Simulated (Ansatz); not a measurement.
# NbH (I4/mmm): phonons and vibrational spectra, part 2 of 2

Task: relax NbH (I4/mmm), then find its harmonic phonons.

Ansatz 0.2.0; DFT PBEsol, scalar-relativistic, plane waves, norm-conserving pseudopotentials.

So far. Step 3 (Tight relaxation): The forces vanish by symmetry and the pressure is 0.000 GPa, within the tolerances set. The cell now holds 9.85 Å³/atom. The relaxed cell has a = 3.166, c = 3.930 Å (conventional setting).

### Step 4. Linear response at the zone centre

The zone centre comes first: it holds the modes that light can see, as far as symmetry allows. No field response is asked, since the mesh shows no gap.

File input.yaml:

```yaml
crystal:
  lattice:
    - [-1.5831013608, 1.5831013608, 1.9651695099]
    - [1.5831013608, -1.5831013608, 1.9651695099]
    - [1.5831013608, 1.5831013608, -1.9651695099]
  atoms:
    - { symbol: Nb, position: [0.0, 0.0, 0.0] }
    - { symbol: H, position: [0.5, 0.5, 0.0] }
kpoints:
  mp_grid: { grid: [16, 16, 16] }
hamiltonian:
  xc: pbesol
  pseudopotentials: { kind: nc }
scf:
  occupations: { method: methfessel_paxton, width: 0.15 }
output:
  eigenvalues: true
phonons:
  method: dfpt
```

Run with:

```sh
> ansatz run input.yaml --threads 4 --pin off --max-ram 7168MiB --backend cpu --events-out ev --progress --plain --runs-dir out
```

Numbers of over 12 decimals in the logs are rounded to 6 here.

The log of the run:

```text
zone centre: on kpoints.mp_grid the ground state, and the responses unless they are solved on pairs of k-points, stand on 621 of the mesh's 4096 k-points, reduced under 8 symmetry operations, with k and −k counted as one. Each operation leaves every solved displacement unchanged or reverses it
[...]
Crystal: 2 atoms, lattice volume = 19.701 Å³
Basis set: ecut = 1115.666836 eV, 1659 PW (Γ), exchange–correlation on 72×72×72 points (8 copies of the dense FFT grid, shifted against one another)
Bands: 11, of which v1, the nominal top of the filled ones, is band 7 counted from 1 (6 counted from 0)
Symmetry: 16 space group operations
k-points: 621 of 4096 (irreducible under 8 space group operations)
[...]
SCF iter   1: F=—  HF=-1710.868377 eV  |F-HF|=—  |Δ(HF+E_count)|=         —  Δρ=1.01e-1  dr2=2.23e0  ethr=3.10e-3  ⟨swp⟩=5.8  Hψ=48042  notcnv=0
[...]
SCF iter   8: F=-1709.999129 eV  HF=-1709.999129 eV  |F-HF|=2.27e-12  |Δ(HF+E_count)|=  1.14e-12  S|Δr|=    0.00e0  Δρ=1.56e-7  dr2=3.26e-12  ethr=1.00e-12  ⟨swp⟩=10.3  Hψ=49275  notcnv=0
SCF 1 converged in 8 iterations: F = -1709.999129 eV  dr2 = 3.26e-12
DFPT response loops at Γ: preconditioner auto → Kerker (q_TF=auto, 2.577 Å⁻¹) (partly filled bands, converged f_vac=0.000); β = 1.00, the filter's whole step (`scf.mixing.beta` (0.50) is not read by the response loops under this deck's `scf.mixing.preconditioner`; to damp them name `kerker` or `kerker_dos`, under which they read `scf.mixing.beta`, and type it under 1.00, their step now; both keys bind the ground state too); Broyden in place of MSR1
SCF converged after 8 iterations
[...]
Free energy (F): -1709.999129 eV
[...]
Internal energy: -1709.998293 eV  (E = F + TS)
E sigma→0 (E₀):  -1709.998920 eV
Entropy (-TS):   -0.000837 eV (-0.418 meV/atom)
Fermi energy:    17.762814 eV
[...]
--- Band table (eV; the first three rows and the last of 621) ---
  k-point 0: bands = [... 3 lower, -12.7402, 7.9898, 17.0291, 17.0291, 18.3946, 18.7659, 19.7125, 27.9852]
  k-point 1: bands = [... 3 lower, -12.7477, 8.1315, 16.8837, 17.1656, 18.4594, 18.6060, 19.5992, 27.5403]
  k-point 2: bands = [... 3 lower, -12.7690, 8.5194, 16.4991, 17.5697, 18.0024, 18.6566, 19.5851, 27.1317]
  k-point 620: bands = [... 3 lower, -13.2770, 9.3612, 13.9241, 21.5885, 21.6410, 22.3247, 22.3247, 25.6910]
--- Phonons (Γ-DFPT): 4 representative perturbations + reference, on 621 of 4096 k-points (Σ response iterations 12) ---
  k mesh reduced under 8 symmetry operations, with k and −k counted as one. Each operation leaves every solved displacement unchanged or reverses it
  ASR residual: 3.259e-4 → 0.000e0 eV/Å²; symmetrization residual: 2.578e-6 eV/Å²
  ASR residual per site (eV/Å²): 3.26e-4 2.91e-5
  Γ frequencies (cm⁻¹): 0.00 0.00 0.00 259.14 259.14 1606.76
  non-analytic LO–TO correction: not included (Born effective charges unavailable; polar crystals: no LO–TO splitting at Γ)
```

Elapsed: 1.8 min, on 4 threads of Arm Neoverse N1, shared host; peak memory 1.4 GiB.

In the SCF lines HF is the Harris–Foulkes energy and dr2 the Hartree energy of the density residual, in eV; the loop may stop once dr2 is under the threshold and the program's other checks hold. Hψ counts applications of the Hamiltonian.

Numbers from this step:

- sum-rule residual before enforcement: 3.26e-4 eV/Å²
- point group: 4/mmm
- highest optical mode at the zone centre (no LO-TO term): 1607 cm⁻¹
- lowest optical zone-centre mode: 259.1 cm⁻¹

Patterns of degenerate modes are one choice out of their space. The modes at Γ (shares of kinetic energy by element, %):

```
mode  frequency (cm⁻¹)  symmetry  Nb %  H %
   1               0.0  acoustic    99    1
   2               0.0  acoustic    99    1
   3               0.0  acoustic    99    1
   4             259.1        Eu     1   99
   5             259.1        Eu     1   99
   6            1606.8       A2u     1   99
```

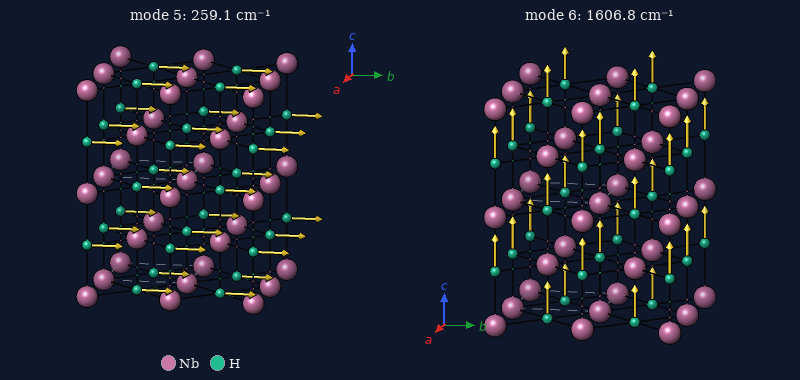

Displacement patterns of modes 5 and 6 at Γ; arrows are exaggerated. 2×2×2 conventional cells are drawn. Some periodic images of atoms are drawn too.

Before it was imposed, the acoustic sum rule was missed by 3.3e-4 eV/Å². Small misses are needed for a sound result but don't prove that mesh and cutoff are converged. The lowest optical mode is real, 259 cm⁻¹.

### Step 5. The dispersion

Stability and thermal properties need the whole zone. Linear response on a 2×2×2 q mesh gives force constants as far as a supercell of that size would.

input.yaml, the sections that differ from step 4:

```yaml
phonons:
  method: dfpt
  qmesh: [2, 2, 2]
  temperatures: { t_max: 1000, t_step: 50 }
  qpath:
    path:
      - [[0.0, 0.0, 0.0], [0.0, 0.0, 0.5], [0.25, 0.25, 0.25], [0.0, 0.5, 0.0], [0.0, 0.0, 0.0], [0.5, 0.5, -0.5], [0.41223981, 0.58776019, -0.41223981]]
      - [[-0.41223981, 0.41223981, 0.41223981], [0.0, 0.0, 0.0]]
      - [[0.0, 0.0, 0.5], [-0.32447961, 0.32447961, 0.5]]
      - [[0.5, 0.5, -0.32447961], [0.5, 0.5, -0.5]]
    npoints: 10
# crystal, kpoints, hamiltonian, scf, output: as in step 4
```

The log of the run:

```text
[...]
Crystal: 2 atoms, lattice volume = 19.701 Å³
Basis set: ecut = 1115.666836 eV, 1659 PW (Γ), exchange–correlation on 72×72×72 points (8 copies of the dense FFT grid, shifted against one another)
Bands: 11, of which v1, the nominal top of the filled ones, is band 7 counted from 1 (6 counted from 0)
Symmetry: 16 space group operations
k-points: 349 of 4096
[...]
SCF iter   1: F=—  HF=-1710.868605 eV  |F-HF|=—  |Δ(HF+E_count)|=         —  Δρ=1.01e-1  dr2=2.23e0  ethr=3.10e-3  ⟨swp⟩=5.9  Hψ=27027  notcnv=0
[...]
SCF iter   8: F=-1709.999129 eV  HF=-1709.999129 eV  |F-HF|=2.96e-12  |Δ(HF+E_count)|=  8.64e-12  S|Δr|=    0.00e0  Δρ=1.66e-7  dr2=3.97e-12  ethr=1.00e-12  ⟨swp⟩=10.4  Hψ=27680  notcnv=0
SCF 1 converged in 8 iterations: F = -1709.999129 eV  dr2 = 3.97e-12
[...]
SCF iter   2: F=-1709.999129 eV  HF=-1709.999129 eV  |F-HF|=0.00e0  |Δ(HF+E_count)|=   8.70e-8  S|Δr|=    0.00e0  Δρ=8.05e-8  dr2=3.85e-13  ethr=1.00e-12  ⟨swp⟩=7.9  Hψ=19704  notcnv=0
SCF 2 converged in 2 iterations: F = -1709.999129 eV  dr2 = 3.85e-13
phonons: the bands overlap, so this run is a metal and interpolates without the dipole-dipole term. If the crystal is really an insulator or semiconductor, its LO-TO splitting is missing
NSCF: frozen V_eff on 349 k-points
[...]
DFPT response loops at q = (0, 0, 0) (fractional): preconditioner auto → Kerker (q_TF=auto, 2.577 Å⁻¹) (partly filled bands, converged f_vac=0.000); β = 1.00, the filter's whole step (`scf.mixing.beta` (0.50) is not read by the response loops under this deck's `scf.mixing.preconditioner`; to damp them name `kerker` or `kerker_dos`, under which they read `scf.mixing.beta`, and type it under 1.00, their step now; both keys bind the ground state too); Broyden in place of MSR1
[...]
SCF converged after 8 iterations
[...]
Free energy (F): -1709.999129 eV
[...]
Internal energy: -1709.998293 eV  (E = F + TS)
E sigma→0 (E₀):  -1709.998920 eV
Entropy (-TS):   -0.000837 eV (-0.418 meV/atom)
Fermi energy:    17.762814 eV
[...]
--- Band table (eV; the first three rows and the last of 349) ---
  k-point 0: bands = [... 3 lower, -12.7402, 7.9898, 17.0291, 17.0291, 18.3946, 18.7659, 19.7125, 27.9852]
  k-point 1: bands = [... 3 lower, -12.7477, 8.1315, 16.8837, 17.1656, 18.4594, 18.6060, 19.5992, 27.5403]
  k-point 2: bands = [... 3 lower, -12.7690, 8.5194, 16.4991, 17.5697, 18.0024, 18.6566, 19.5851, 27.1317]
  k-point 348: bands = [... 3 lower, -13.2770, 9.3612, 13.9241, 21.5885, 21.6410, 22.3247, 22.3247, 25.6910]
--- Phonons (Γ-DFPT): 4 representative perturbations + reference (Σ response iterations 11) ---
  ASR residual: 4.267e-4 → 0.000e0 eV/Å²; symmetrization residual: 7.331e-7 eV/Å²
  ASR residual per site (eV/Å²): 4.27e-4 2.35e-5
  Γ frequencies (cm⁻¹): 0.00 0.00 0.00 259.14 259.14 1606.76
--- Phonons (arbitrary-q DFPT): 4 irreducible q on the 2×2×2 mesh ---
  q = [0.0000, 0.0000, 0.0000] (star 1, of the zone-centre solve; hermiticity 1.55e-7, symmetrization 2.05e-16): -0.00 -0.00 0.00 259.14 259.14 1606.76
  q = [0.0000, 0.0000, -0.5000] (star 2, 4 solved perturbations in 3438 linear systems a pass and spin channel, the states on 1098 of 4096 k-point pairs; hermiticity 4.85e-8, symmetrization 5.59e-14, the responses' own estimated error 1.3e-5 eV/Å²): 116.54 154.09 240.86 326.79 384.11 1630.66
  q = [0.0000, -0.5000, 0.0000] (star 4, 6 solved perturbations on 1098 of 4096 k-point pairs; hermiticity 2.99e-8, symmetrization 3.85e-14, the responses' own estimated error 1.3e-5 eV/Å²): -126.66 127.29 144.70 201.79 265.56 1678.72
[...]
sum rule: each row above includes the acoustic sum rule's correction from the zone centre's row sums; it moved no ω² by more than (2.52 cm⁻¹)²
  mesh force constants: q→R imaginary residual 1.72e-47; ASR residual 4.267e-4 → 0.000e0 eV/Å²; symmetrization residual 3.553e-15 eV/Å²
  interpolated dispersion: 94 rows × 6 modes
  density of states and harmonic sums: on the 26×26×28 q-mesh, interpolated from the force constants of a 2×2×2 supercell (no non-analytic term)
  largest difference from the sums on the solved wave vectors: F 1.32e-1 eV, S 1.98e-4 and C_V 6.74e-5 eV/K
  zero-point energy: 0.162017 eV/cell   skipped modes (ω ≤ 0): 423, of them read as no rigid motion or as one in doubt: 420 (9.827e-2 modes/cell left out, lowest -126.66 cm⁻¹)   left out of the sums: 1.64e-2 of the cell's modes: C_V's classical limit lies that fraction below 3 k_B per atom; for a crystal, a wire or a layer, F and S can be off by more, and a phonons.interpolated_qmesh denser along its periods is the remedy for the sampling
```

It took 6.5 min on 4 threads; peak memory 2.1 GiB; 22 min of CPU time.

Numbers from this step:

```yaml
sum_rule_residual_before_enforcement: 4.27e-4 eV/Å²
lowest_frequency_on_the_path: -126.7 cm⁻¹
highest_frequency_on_the_path_or_at_a_solved_wavevector: 1686 cm⁻¹
lowest_mode_on_the_q_mesh_acoustic_modes_at_gamma_apart: -126.7 cm⁻¹
```

Frequencies (cm⁻¹) solved at each irreducible wavevector; negative means imaginary. Frequencies by wavevector, by row:

```
q in reciprocal lattice units  star  mode 1  mode 2  mode 3  mode 4  mode 5  mode 6
                        0 0 0     1       0       0       0   259.1   259.1    1607
                     0 0 -0.5     2   116.5   154.1   240.9   326.8   384.1    1631
                     0 -0.5 0     4  -126.7   127.3   144.7   201.8   265.6    1679
               -0.5 -0.5 -0.5     1   167.8   175.6   175.6     374     374    1628
```

Interpolated from a 2×2×2 q mesh, rough between the solved points. The phonon branches at the labelled points (cm⁻¹):

```
     point  branch 1  branch 2  branch 3  branch 4  branch 5  branch 6
         Γ         0         0         0       259       259      1607
         X       116       154       241       327       384      1631
         P       138       138       183       231       231      1686
         N      -127       127       145       202       266      1679
         Γ         0         0         0       259       259      1607
         M       168       176       176       374       374      1628
         S       161       166       195       359       380      1629
jump to S0       161       166       195       359       380      1629
         Γ         0         0         0       259       259      1607
 jump to X       116       154       241       327       384      1631
         R       156       172       201       361       374      1629
jump to G′       156       172       201       361       374      1629
         M       168       176       176       374       374      1628
```

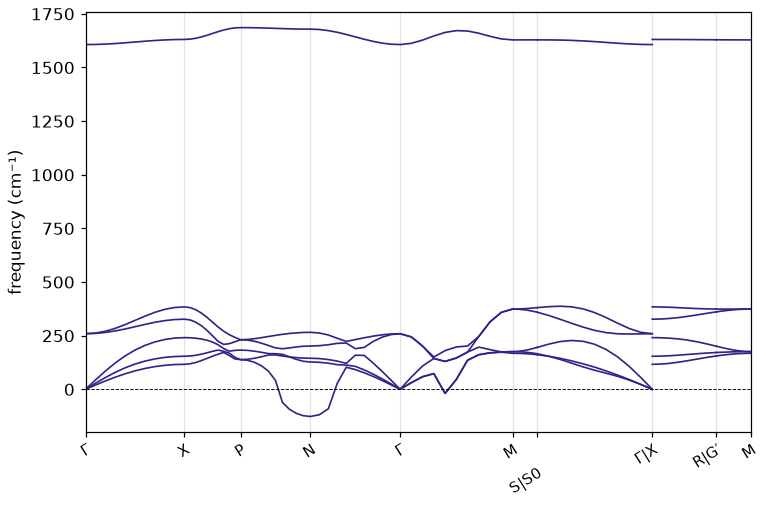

Phonon branches along the path.

The phonon density of states has structure finer than the step of the table below, so its rows give means over 100 cm⁻¹, whole bins alone (the curve runs from -130 to 1690 cm⁻¹). Peaks (cm⁻¹: height): 150.0: 0.0335, 230.0: 0.0249, 1670.0: 0.0178.

Tetrahedra on a 26×26×28 mesh, mean over bins of 20 cm-1. Interpolated from a 2×2×2 q mesh, rough between the solved points. Table of phonon density of states by wavenumber; means over each step:

```
wavenumber (cm⁻¹)  phonon density of states (1/cm⁻¹/cell)
                0                                 0.00101
              100                                  0.0153
              200                                  0.0220
              300                                 0.00901
              400                                 0.00213
              500                                       0
              600                                       0
              700                                       0
              800                                       0
              900                                       0
             1000                                       0
             1100                                       0
             1200                                       0
             1300                                       0
             1400                                       0
             1500                                       0
             1600                                 0.00477
```

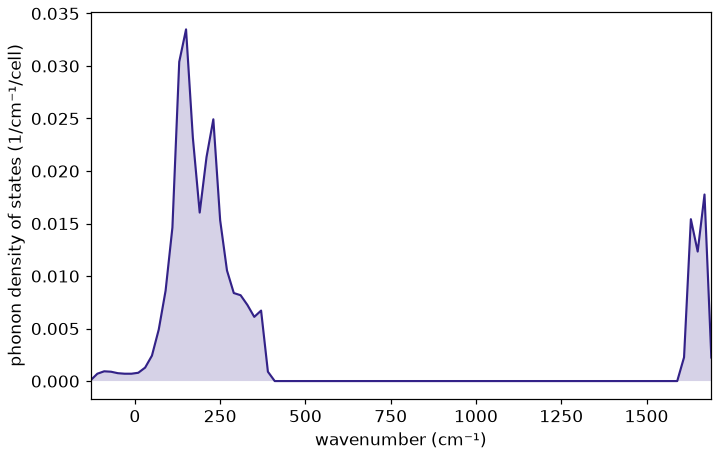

Phonon density of states, plotted against wavenumber.

The partial phonon density of states has structure finer than the step of the table below, so its rows give means over 100 cm⁻¹, whole bins alone (the curve runs from -135 to 1746 cm⁻¹). Peaks (cm⁻¹: height): H 279.2: 0.00766, 1663.2: 0.0139; Nb 137.2: 0.0263, 220.0: 0.0161.

Phonopy on the run's constants, 21x21x21 mesh, Gaussian sigma 13.4 cm-1. Interpolated from a 2×2×2 q mesh, rough between the solved points. Table of partial phonon density of states by wavenumber; means over each step; values in 1/cm⁻¹/cell:

```
wavenumber (cm⁻¹)        H       Nb
                0   6.0e-4   3.0e-4
              100  0.00298   0.0122
              200  0.00648   0.0153
              300  0.00723  0.00197
              400  0.00208   1.1e-4
              500        0        0
              600        0        0
              700        0        0
              800        0        0
              900        0        0
             1000        0        0
             1100        0        0
             1200        0        0
             1300        0        0
             1400        0        0
             1500        0        0
             1600  0.00473   2.3e-5
```

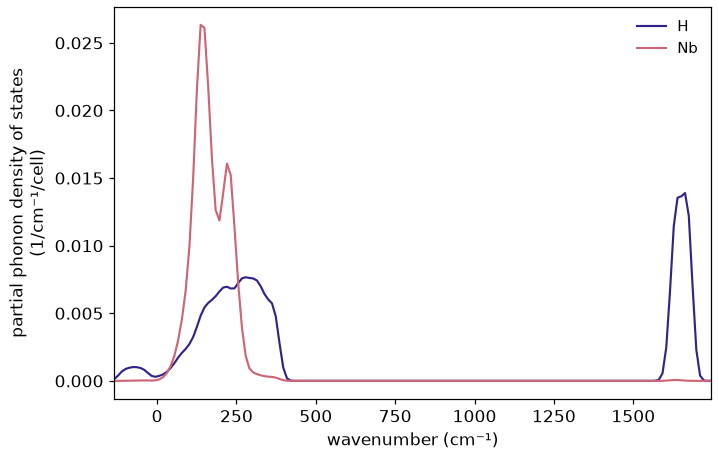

Partial phonon density of states against wavenumber.

Second derivatives of the energy by pair, one row for each kind of neighbour of each atom listed. Each entry sums the pair over the periodic images of the supercell that the q mesh stands for, and in a polar crystal it holds the long-range dipole part too. Force constants by pair, by row:

```
atom  neighbour  distance (Å)  third of the trace (eV/Å²)  along the pair's line (eV/Å²)
 Nb1     itself             0                        11.6                              –
 Nb1          H         1.965                      -1.103                         -3.726
 Nb1          H         2.239                     -0.1619                        -0.1117
 Nb1         Nb         2.979                       -1.05                         -4.753
 Nb1         Nb         3.166                      -1.705                         -6.132
 Nb1          H         3.726                     -0.2326                        -0.2309
 Nb1         Nb          3.93                     -0.6664                        -0.9122
  H2     itself             0                       3.513                              –
  H2         Nb         1.965                      -1.103                         -3.726
  H2         Nb         2.239                     -0.1619                        -0.1117
  H2          H         2.979                     -0.0358                        -0.0563
  H2          H         3.166                     -0.0247                        -0.0676
  H2         Nb         3.726                     -0.2326                        -0.2309
  H2          H          3.93                           0                        -0.3659
```

Symmetry leaves 4 wavevectors to solve. The lowest mode among them, the acoustic zeros apart, lies at q = (0, -0.5, 0) and is imaginary, 126.7i cm⁻¹, so the energy falls along it.

### Step 6. Isotope substitution

An isotope changes the mass and not the force constants, so no new electronic calculation is needed; the shifts show which modes move this element.

The same force constants with the mass of H changed from 1.008 to 2.014 u (phonopy, no LO-TO term). Both lists are sorted by frequency; levels can cross, so a row need not hold one and the same mode. Modes under 3 cm⁻¹ are left out. Isotope shifts, by row:

```
             q  rank  natural mass (cm⁻¹)  changed mass (cm⁻¹)
         0 0 0     4                259.1                184.3
         0 0 0     5                259.1                184.3
         0 0 0     6                 1607                 1143
      0 0 -0.5     1                116.5                116.2
      0 0 -0.5     2                154.1                149.4
      0 0 -0.5     3                240.9                217.4
      0 0 -0.5     4                326.8                238.4
      0 0 -0.5     5                384.1                301.1
      0 0 -0.5     6                 1631                 1157
      0 -0.5 0     1               -126.7                -89.6
      0 -0.5 0     2                127.3                127.3
      0 -0.5 0     3                144.7                142.8
      0 -0.5 0     4                201.8                144.7
      0 -0.5 0     5                265.6                265.6
      0 -0.5 0     6                 1679                 1188
-0.5 -0.5 -0.5     1                167.8                167.4
-0.5 -0.5 -0.5     2                175.6                175.3
-0.5 -0.5 -0.5     3                175.6                175.3
-0.5 -0.5 -0.5     4                  374                  265
-0.5 -0.5 -0.5     5                  374                  265
-0.5 -0.5 -0.5     6                 1629                 1155
```

A mode of this element alone would shift by -29.26 %. The highest zone-centre frequency without the field goes from 1606.8 to 1142.8 cm⁻¹ (-28.9 %). The product of the frequency ratios over all optical modes at Γ is 0.360; the product rule, (m/m′)^(3k/2) (M′/M)^(3/2) with k = 1 such atoms and M the mass of the cell, gives 0.360.

### Step 7. Summary of results

| Property | Result |
| --- | --- |
| space group after relaxation (within 0.01 Å) | I4/mmm |
| volume per atom | 9.85 Å³ |
| electronic character | no gap on this mesh |
| highest optical mode at the zone centre (no LO-TO term) | 1607 cm⁻¹ |
| lowest optical zone-centre mode | 259 cm⁻¹ |
| lowest mode on the q mesh (acoustic modes at Γ apart) | -127 cm⁻¹ |
| highest frequency on the path or at a solved wavevector | 1686 cm⁻¹ |
| imaginary modes on the 2×2×2 q mesh | yes |

What this shows: Modes are clearly imaginary (beyond 10i cm⁻¹) at 1 of the 4 irreducible wavevectors, most at q = (0, -0.5, 0) (126.7i cm⁻¹), so this structure is not a minimum of the energy. The optical modes at Γ span 259 to 1607 cm⁻¹. The highest mode in this list at Γ, 1606.8 cm⁻¹, is mostly motion of H (99 % of the kinetic energy). The q mesh stands for a supercell only 6.0 Å across, so branches between the solved wavevectors are rough. With no gap, or one that is small against the smearing, the frequencies hang on the k mesh and the smearing, most of all near Kohn anomalies. These are harmonic frequencies at zero temperature: anharmonic shifts, linewidths and thermal expansion are left out.

[Logs are printed without paths, hosts, clocks, repeated set-up lines and the standing remarks that a program may print on its own settings, such as how far it seeks lower states.]

[Hosts, paths, dates, database ids (printed as entryN), source tags and the programs' standing remarks are cut or masked in the printed files.]
